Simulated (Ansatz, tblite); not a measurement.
# MoNF3: spin-state energies by level

Is the singlet the ground state of MoNF3? Other spin states are computed and compared level by level.

The runs use Ansatz 0.2.0, Gaussian basis; as each input shows.

Plan: triplet, at the geometry of the singlet (GFN1-xTB, GFN2-xTB, PBE0-D4/def2-TZVP, PBE-D4/def2-TZVP, r2SCAN-D4/def2-TZVP); the singlet's energies come from earlier runs.

1 further run of the same task is left out (set aside as unsound or not needed).

## 1. The relaxed structure

The geometry is that of the singlet, from an earlier relaxation (PBE-D4/def2-SVP).

5 atoms, charge 0, spin multiplicity 1.

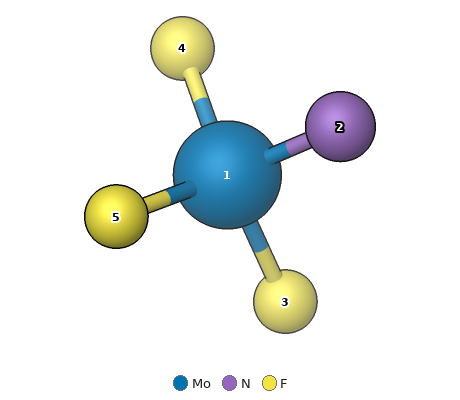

The structure; molybdenum blue, nitrogen purple, fluorine yellow; atoms are numbered from 1 in the order of the file.

Formally the metal is d0. Mo takes a core potential in the def2 sets. No spin-orbit coupling is included.

## 2. Triplet at the fixed geometry, GFN1-xTB

Tight binding, by tblite at 300 K electronic temperature and without a spin-polarisation term:

```python
tblite.interface.Calculator('GFN1-xTB', numbers, positions, charge=0, uhf=2).singlepoint()
```

Energy -561.6992 eV; 0.002 s.

## 3. Triplet at the fixed geometry, GFN2-xTB

Tight binding, by tblite at 300 K electronic temperature and without a spin-polarisation term:

```python
tblite.interface.Calculator('GFN2-xTB', numbers, positions, charge=0, uhf=2).singlepoint()
```

Energy -520.9429 eV; 0.003 s.

## 4. Triplet at the fixed geometry, PBE0-D4/def2-TZVP

Contents of in.yaml:

```yaml
crystal:
  periodic: [false, false, false]
  atoms:
    - {symbol: Mo, position_ang: [-0.000219, 0.000419, -0.043845]}
    - {symbol: N, position_ang: [0.008154, -0.015379, 1.596866]}
    - {symbol: F, position_ang: [1.788708, 0.009382, -0.526794]}
    - {symbol: F, position_ang: [-0.902039, 1.554087, -0.498164]}
    - {symbol: F, position_ang: [-0.894604, -1.548508, -0.528062]}
basis:
  gaussian: {orbitals: def2-TZVP}
magnetization: {spin_polarized: true, initial_magnetization: 2}
hamiltonian: {xc: pbe0, dispersion: d4}
scf: {omitted_lower_state_checks: [starts]}
output: {orbitals: {seedname: orbitals}}
```

Run with:

```
$ ansatz run in.yaml --threads 4 --pin off --events-out ev --progress --plain --max-ram 3916MiB
```

The program printed:

```text
Functional definition: PBE0
  name "PBE0"
  cite "Adamo & Barone, J. Chem. Phys. 110, 6158 (1999) doi:10.1063/1.478522"
  cite "Perdew, Burke & Ernzerhof, Phys. Rev. Lett. 77, 3865 (1996) doi:10.1103/PhysRevLett.77.3865"
  parent pbe
  parameter a = 0.25
  parameter kappa = 0.804
  parameter beta = 0.06672455060314922
  exchange = (1 - a)*pbe_x(kappa = kappa, mu = beta*pi^2/3) + a*exact_x
  correlation = pbe_c(beta = beta)
these checks for a lower state are left out or cut short: starts
1001 factors; their error is unknown
mean field evaluation 1: about -11482.7154 eV, gradient 5.2e1 eV
mean field evaluation 2: about -11413.8640 eV, gradient 1.5e2 eV
mean field evaluation 4: about -11490.3149 eV, gradient 1.4e1 eV
mean field evaluation 8: about -11491.1093 eV, gradient 2.4e-1 eV
mean field evaluation 16: about -11491.1813 eV, gradient 2.1e0 eV
mean field evaluation 32: about -11491.3762 eV, gradient 4.1e-6 eV
mean field -11491.37620399 eV, -422.3002863619 hartree, gradient 4.1e-6 eV, S^2 2.003867; 0 other end points of the search recorded, 0 dependent functions left out
reference -11491.37624335 eV, -422.3002878086 hartree; 25, 23 occupied and 139, 141 virtual orbitals, 1001 factors
Total energy: -11491.46954729 eV, -422.3037166652 hartree
Checks for a lower state left out: starts
```

Wall time 10 s (4 threads of Arm Neoverse V1, shared host); peak memory 0.63 GiB.

HOMO -6.30 eV, LUMO -6.88 eV (over both spins; with the spin held, an empty level of the minority spin lies below the top filled one); ⟨S²⟩ 2.004 (pure: 2.00).

## 5. Triplet at the fixed geometry, PBE-D4/def2-TZVP

start.molden holds the orbitals of an earlier run on this state, given as this run's starting guess.

Changes to in.yaml since step 4:

```diff
@@ -9,5 +9,5 @@
 basis:
-  gaussian: {orbitals: def2-TZVP}
+  gaussian: {orbitals: def2-TZVP, initial_orbitals: start.molden}
 magnetization: {spin_polarized: true, initial_magnetization: 2}
-hamiltonian: {xc: pbe0, dispersion: d4}
+hamiltonian: {xc: pbe, dispersion: d4}
 scf: {omitted_lower_state_checks: [starts]}
```

Same command.

The program printed:

```text
Functional definition: PBE
  name "PBE"
  cite "Perdew, Burke & Ernzerhof, Phys. Rev. Lett. 77, 3865 (1996) doi:10.1103/PhysRevLett.77.3865"
  parent pbe
  parameter kappa = 0.804
  parameter beta = 0.06672455060314922
  exchange = pbe_x(kappa = kappa, mu = beta*pi^2/3)
  correlation = pbe_c(beta = beta)
these checks for a lower state are left out or cut short: starts
931 factors; their error is unknown
mean field evaluation 1: about -11493.1199 eV, gradient 7.9e0 eV
mean field evaluation 2: about -11493.3529 eV, gradient 3.6e-1 eV
mean field evaluation 4: about -11493.3473 eV, gradient 1.2e-1 eV
mean field evaluation 8: about -11493.3473 eV, gradient 9.9e-5 eV
mean field evaluation 16: about -11493.3473 eV, gradient 4.8e-6 eV
mean field -11493.34733291 eV, -422.3727240137 hartree, gradient 4.8e-6 eV, S^2 2.002526; 0 other end points of the search recorded, 0 dependent functions left out
reference -11493.34739429 eV, -422.3727262696 hartree; 25, 23 occupied and 139, 141 virtual orbitals, 931 factors
Total energy: -11493.45876312 eV, -422.3768189983 hartree
Checks for a lower state left out: starts
```

Wall time 6 s (4 threads of Arm Neoverse V1, shared host).

From the report: HOMO -4.29 eV, LUMO -7.95 eV (over both spins; with the spin held, an empty level of the minority spin lies below the top filled one); ⟨S²⟩ 2.003 (pure: 2.00).

## 6. Triplet at the fixed geometry, r2SCAN-D4/def2-TZVP

Changes to in.yaml since step 5:

```diff
@@ -11,3 +11,3 @@
 magnetization: {spin_polarized: true, initial_magnetization: 2}
-hamiltonian: {xc: pbe, dispersion: d4}
+hamiltonian: {xc: r2scan, dispersion: d4}
 scf: {omitted_lower_state_checks: [starts]}
```

The command is unchanged.

The program printed (excerpt; [...] marks lines left out):

```text
Functional definition: r2SCAN
  name "r2SCAN"
  cite "Furness, Kaplan, Ning, Perdew & Sun, J. Phys. Chem. Lett. 11, 8208 (2020) doi:10.1021/acs.jpclett.0c02405"
  cite "Furness, Kaplan, Ning, Perdew & Sun, J. Phys. Chem. Lett. 11, 9248 (2020) doi:10.1021/acs.jpclett.0c03077"
  parent r2scan
[...]
931 factors; their error is unknown
[...]
mean field -11498.62359418 eV, -422.5666230390 hartree, gradient 7.6e-6 eV, S^2 2.004910; 0 other end points of the search recorded, 0 dependent functions left out
reference -11498.62361300 eV, -422.5666237309 hartree; 25, 23 occupied and 139, 141 virtual orbitals, 931 factors
Total energy: -11498.64873460 eV, -422.5675469325 hartree
Checks for a lower state left out: starts
```

It took 15 s on 4 threads of Arm Neoverse V1, shared host.

HOMO -4.77 eV, LUMO -7.64 eV (over both spins; with the spin held, an empty level of the minority spin lies below the top filled one); ⟨S²⟩ 2.005 (pure: 2.00).

## 7. Triplet less singlet, vertical

The singlet's energies are those of its earlier runs, whose logs aren't repeated here.

| level | triplet less singlet, vertical (eV) | time |
| --- | --- | --- |
| GFN1-xTB | +3.512 | 0.005 s |
| GFN2-xTB | +2.293 | 0.006 s |
| PBE-D4/def2-TZVP | +3.958 | 8 s |
| r2SCAN-D4/def2-TZVP | +3.782 | 18 s |
| PBE0-D4/def2-TZVP | +3.639 | 12 s |

Times add the two runs; a level without a time comes out of a correlated run. Tight binding without a spin term can't rank spin states.

## 8. Results

```
                                                quantity                                   value
triplet less singlet, vertical, functionals in def2-TZVP  +3.639 (PBE0-D4) to +3.958 eV (PBE-D4)
```

All functionals put the triplet above the singlet, over a spread of 0.319 eV. The checks for a lower triplet were left out, so another state of that spin may lie lower. The singlet here is a closed shell; an open-shell singlet can lie lower. These are electronic energies, without zero-point motion, entropy or surroundings.
